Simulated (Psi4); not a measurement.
# SiHOF2 (SMILES O[Si](F)F) at 3 levels

Wanted: a comparison of 3 runs (UBLYP/6-311+G**, USVWN5/6-311+G**, UTPSS/6-311+G**) of SiHOF2. 

The calculation is run with Psi4 1.11.

1 further run of the same task is left out (set aside as unsound or not needed).

### 1 Starting point

SiHOF2: 5 atoms, total charge 0, spin state doublet. As SMILES, `O[Si](F)F`. The Si2–F3 distance was set to 2.376 Å, away from the relaxed value. At this shape a bond of the SMILES string is far longer than usual.

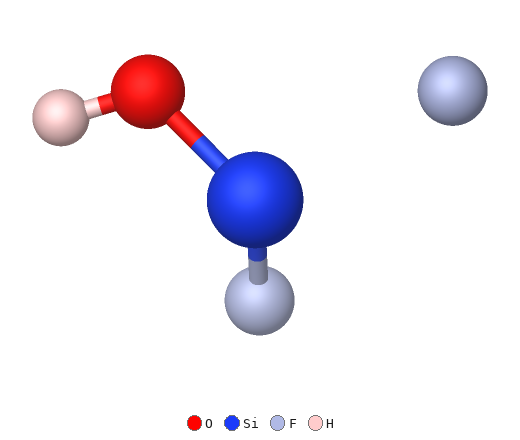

The structure, seen from a chosen angle (oxygen red, silicon blue, fluorine light blue, hydrogen pink).

### 2 The energy at UBLYP/6-311+G(d,p) (run 1)

job.json reads:

```json
{
  "schema_name": "qcschema_input",
  "schema_version": 1,
  "molecule": {
    "schema_name": "qcschema_molecule",
    "schema_version": 2,
    "symbols": ["O", "Si", "F", "F", "H"],
    "geometry": [-1.09548746, 2.59270991, -0.68228751, -1.53333701, -0.15438496, 0.62672578, 2.57399595, -1.7650042, 1.45981343, -2.87523153, -2.05450457, -1.28114172, -2.54660815, 3.52869126, -1.23389856],
    "molecular_charge": 0,
    "molecular_multiplicity": 2,
    "fix_symmetry": "c1",
    "fix_com": true,
    "fix_orientation": true
  },
  "driver": "energy",
  "model": {
    "method": "blyp",
    "basis": "6-311+G**"
  },
  "keywords": {
    "reference": "uks",
    "puream": true,
    "e_convergence": 1e-09,
    "d_convergence": 1e-08,
    "scf_type": "pk",
    "dft_radial_points": 99,
    "dft_spherical_points": 590,
    "maxiter": 200,
    "scf_properties": ["QUADRUPOLE", "WIBERG_LOWDIN_INDICES", "LOWDIN_CHARGES"]
  }
}
```

The run is started by

```bash
psi4 --qcschema job.json -n 1 --memory 1600MB
```

stdout:

```text
[...]
  Running in c1 symmetry.
[...]
  Nuclear repulsion =  156.298859915667322
[...]
  Multiplicity = 2
[...]
  Nalpha       = 21
  Nbeta        = 20
[...]
    Number of basis functions: 102
[...]
   @UKS iter   1:  -564.69014355992283   -2.32341e-01   1.10577e-02 ADIIS/DIIS
[...]
   @UKS iter  15:  -565.11603460704941   -8.64020e-12   5.46186e-09 DIIS
[...]
   @S^2 Observed:                7.555445022E-01
[...]
    Orbital Energies [Eh]
    ---------------------
    Alpha Occupied:
       1A    -65.588460     2A    -24.331253     3A    -24.218466
       4A    -18.846957     5A     -5.181180     6A     -3.601642
       7A     -3.599381     8A     -3.597779     9A     -1.143603
      10A     -0.993522    11A     -0.967835    12A     -0.575423
      13A     -0.507576    14A     -0.438981    15A     -0.437394
      16A     -0.399223    17A     -0.359314    18A     -0.344629
      19A     -0.280136    20A     -0.278047    21A     -0.261641
    Alpha Virtual:
      22A     -0.103740    23A     -0.058658    24A     -0.025607
      25A      0.010201    26A      0.033412    27A      0.047737
[...]
  @UKS Final Energy:  -565.11603460704941
   => Energetics <=
    Nuclear Repulsion Energy =            156.2988599156673217
    One-Electron Energy =               -1094.9539879360834220
    Two-Electron Energy =                 424.3148069881581819
    DFT Exchange-Correlation Energy =     -50.7757135747915456
    Empirical Dispersion Energy =           0.0000000000000000
    VV10 Nonlocal Energy =                  0.0000000000000000
    Total Energy =                       -565.1160346070494143
[...]
 Multipole Moments:
 ------------------------------------------------------------------------------------
     Multipole            Electronic (a.u.)      Nuclear  (a.u.)        Total (a.u.)
 ------------------------------------------------------------------------------------
 L = 1.  Multiply by 2.5417464519 to convert [e a0] to [Debye]
 Dipole X            :         33.5140709          -35.4883462           -1.9742753
 Dipole Y            :         13.4350620          -12.2665978            1.1684642
 Dipole Z            :         -3.9062455            3.6900077           -0.2162378
 Magnitude           :                                                    2.3043069
 L = 2.  Multiply by 1.3450342976 to convert [e a0^2] to [Debye ang]
 Quadrupole XX       :       -204.0852618          183.0333722          -21.0518896
 Quadrupole XY       :         14.2339061          -16.1177411           -1.8838351
[...]
```

The result, in JSON:

```text
{
 "driver": "energy",
 "model": {
  "method": "blyp",
  "basis": "6-311+G**"
 },
 "success": true,
 "return_result": -565.1160346070494,
 "properties": {
  "calcinfo_nbasis": 102,
  "calcinfo_nmo": 102,
  "calcinfo_nalpha": 21,
  "calcinfo_nbeta": 20,
  "calcinfo_natom": 5,
  "nuclear_repulsion_energy": 156.29885991566732,
  "return_energy": -565.1160346070494,
  "scf_one_electron_energy": -1094.9539879360834,
  "scf_two_electron_energy": 424.3148069881582,
  "scf_xc_energy": -50.775713574791546,
  "scf_dipole_moment": [-1.9742752718696437, 1.1684641787366896, -0.21623779164701595],
  "scf_total_energy": -565.1160346070494,
  "scf_iterations": 15
 }
}
```

Wall time 15 s (1 thread of Intel Xeon Platinum 8559C (Emerald Rapids), shared host); peak memory 0.72 GiB.

### 3 Energy and gradient at USVWN5/6-311+G(d,p) (run 2)

job.inp reads:

```
memory 1600 MB

molecule molecule1 {
  0 2
  O     -0.579707     1.372003    -0.361051
  Si    -0.811407    -0.081697     0.331649
  F      1.362100    -0.934000     0.772500
  F     -1.521507    -1.087197    -0.677951
  H     -1.347607     1.867303    -0.652951
  symmetry c1
}

set {
  basis                6-311+G**
  reference            uks
  puream               true
  e_convergence        1e-09
  d_convergence        1e-08
  scf_type             pk
  dft_radial_points    99
  dft_spherical_points 590
  maxiter              200
}

e_tot, wfn = gradient('scf', dft_functional={"name": "SVWN5", "x_functionals": {"LDA_X": {}}, "c_functionals": {"LDA_C_VWN": {}}}, return_wfn=True)
oeprop(wfn, 'MULLIKEN_CHARGES', 'DIPOLE', 'MAYER_INDICES', title='SCF')
```

The run is started by

```bash
psi4 -i job.inp -o job.out -n 1
```

job.out:

```text
[...]
  Running in c1 symmetry.
[...]
  Nuclear repulsion =  156.298859823564754
[...]
  Multiplicity = 2
[...]
  Nalpha       = 21
  Nbeta        = 20
[...]
    Number of basis functions: 102
[...]
   @UKS iter   1:  -561.81607897565311   -2.80363e-01   1.00958e-02 ADIIS/DIIS
[...]
   @UKS iter  15:  -562.17711819029148   -4.77485e-12   4.83823e-09 DIIS
[...]
   @S^2 Observed:                7.529887834E-01
[...]
  @UKS Final Energy:  -562.17711819029148
   => Energetics <=
    Nuclear Repulsion Energy =            156.2988598235647544
    One-Electron Energy =               -1094.5572300240114600
    Two-Electron Energy =                 423.7748470965506158
    DFT Exchange-Correlation Energy =     -47.6935950863953977
    Empirical Dispersion Energy =           0.0000000000000000
    VV10 Nonlocal Energy =                  0.0000000000000000
    Total Energy =                       -562.1771181902914805
[...]
  -Total Gradient:
     Atom            X                  Y                   Z
    ------   -----------------  -----------------  -----------------
       1       -0.007253655721     0.009427854754    -0.007517340278
       2       -0.066973091587     0.019841855218    -0.019285776139
       3        0.058570059371    -0.023020755437     0.012018367448
       4        0.005240002093     0.005010150618     0.006240925933
       5        0.010431864351    -0.011222535325     0.008591742019
[...]
 Multipole Moments:
 ------------------------------------------------------------------------------------
     Multipole            Electronic (a.u.)      Nuclear  (a.u.)        Total (a.u.)
 ------------------------------------------------------------------------------------
 L = 1.  Multiply by 2.5417464519 to convert [e a0] to [Debye]
 Dipole X            :         -0.4801236           -1.5377291           -2.0178527
 Dipole Y            :         -2.2722893            3.4746063            1.2023170
 Dipole Z            :          0.4046359           -0.6442066           -0.2395707
 Magnitude           :                                                    2.3610781
[...]
  Mulliken Charges: (a.u.)
   Center  Symbol    Alpha    Beta     Spin     Total
       1     O     4.20923  4.18329  0.02594 -0.39252
       2    SI     7.00909  6.28399  0.72510  0.70693
       3     F     4.84479  4.59849  0.24630 -0.44328
       4     F     4.58680  4.58635  0.00045 -0.17315
       5     H     0.35009  0.34788  0.00222  0.30203
   Total alpha = 21.00000, Total beta = 20.00000, Total charge =  0.00000
  Mayer Bond Indices:
  Total Bond Index:
[...]
```

Run time: 16 s. Hardware: 1 thread of Intel Xeon Platinum 8559C (Emerald Rapids), shared host; peak memory 0.57 GiB.

### 4 The energy at UTPSS/6-311+G(d,p) (run 3)

f2hosi.dat reads:

```
memory 1.6 GB

molecule mol {
  0 2
  O
  Si 1 1.626887
  F 2 2.3759 1 105.62012
  F 2 1.592032 1 110.96879 3 -116.09035
  H 1 0.95927 2 118.48451 4 61.26416
  units angstrom
  symmetry c1
}

set {
  reference uks
  puream true
  e_convergence 1e-09
  d_convergence 1e-08
  scf_type pk
  dft_radial_points 99
  dft_spherical_points 590
  maxiter 200
}

energy('tpss/6-311+G**')
```

The run is started by

```bash
psi4 -i f2hosi.dat -o f2hosi.out -n 1
```

f2hosi.out:

```text
[...]
  Running in c1 symmetry.
[...]
  Nuclear repulsion =  156.298853879127478
[...]
  Multiplicity = 2
[...]
  Nalpha       = 21
  Nbeta        = 20
[...]
    Number of basis functions: 102
[...]
   @UKS iter   1:  -564.77640479973365   -3.02156e-01   1.03752e-02 ADIIS/DIIS
[...]
   @UKS iter  16:  -565.15849655070451   -2.27374e-12   2.29064e-09 DIIS
[...]
   @S^2 Observed:                7.594676494E-01
[...]
    Orbital Energies [Eh]
    ---------------------
    Alpha Occupied:
       1A    -65.805662     2A    -24.461265     3A    -24.345752
       4A    -18.961578     5A     -5.241842     6A     -3.619041
       7A     -3.617002     8A     -3.615352     9A     -1.177353
      10A     -1.022792    11A     -0.999179    12A     -0.586344
      13A     -0.518438    14A     -0.447852    15A     -0.446825
      16A     -0.408782    17A     -0.367321    18A     -0.352427
      19A     -0.285406    20A     -0.283088    21A     -0.272229
    Alpha Virtual:
      22A     -0.105918    23A     -0.052531    24A     -0.024790
      25A      0.011002    26A      0.038017    27A      0.050515
[...]
  @UKS Final Energy:  -565.15849655070451
   => Energetics <=
    Nuclear Repulsion Energy =            156.2988538791274777
    One-Electron Energy =               -1094.9839961829823096
    Two-Electron Energy =                 424.3504254619150515
    DFT Exchange-Correlation Energy =     -50.8237797087647607
    Empirical Dispersion Energy =           0.0000000000000000
    VV10 Nonlocal Energy =                  0.0000000000000000
    Total Energy =                       -565.1584965507045126
[...]
 Multipole Moments:
 ------------------------------------------------------------------------------------
     Multipole            Electronic (a.u.)      Nuclear  (a.u.)        Total (a.u.)
 ------------------------------------------------------------------------------------
 L = 1.  Multiply by 2.5417464519 to convert [e a0] to [Debye]
 Dipole X            :         -0.6183413            0.9405305            0.3221892
 Dipole Y            :          0.1259868            1.9955500            2.1215368
 Dipole Z            :          2.2953962           -3.1600136           -0.8646174
 Magnitude           :                                                    2.3135011
[...]
```

It took 43 s on 1 thread of Intel Xeon Platinum 8559C (Emerald Rapids), shared host; peak memory 0.73 GiB.

### 5 The series

| run | level | task | energy (Eh) | dipole moment (D) | HOMO energy (eV) | LUMO energy (eV) | wall time |
| --- | --- | --- | --- | --- | --- | --- | --- |
| 1 | UBLYP/6-311+G** | energy | -565.116035 | 5.86 | -7.12 | -5.90 | 15 s |
| 2 | USVWN5/6-311+G** | gradient | -562.177118 | 6.00 | -7.31 | -6.26 | 16 s |
| 3 | UTPSS/6-311+G** | energy | -565.158497 | 5.88 | -7.41 | -5.69 | 43 s |

### 6 What came out

```
                                 quantity          value
                      run 3: total energy  -565.15850 Eh
                     run 3: dipole moment         5.88 D
run 3: HOMO energy (highest over α and β)       -7.41 eV
 run 3: LUMO energy (lowest over α and β)       -5.69 eV
                              run 3: ⟨S²⟩          0.759
```

The dipole moment (its size) runs from 5.86 D (UBLYP/6-311+G**) to 6.00 D (USVWN5/6-311+G**). Totals of different functionals can't be ranked against each other. All runs together took 74 s, the longest 43 s.
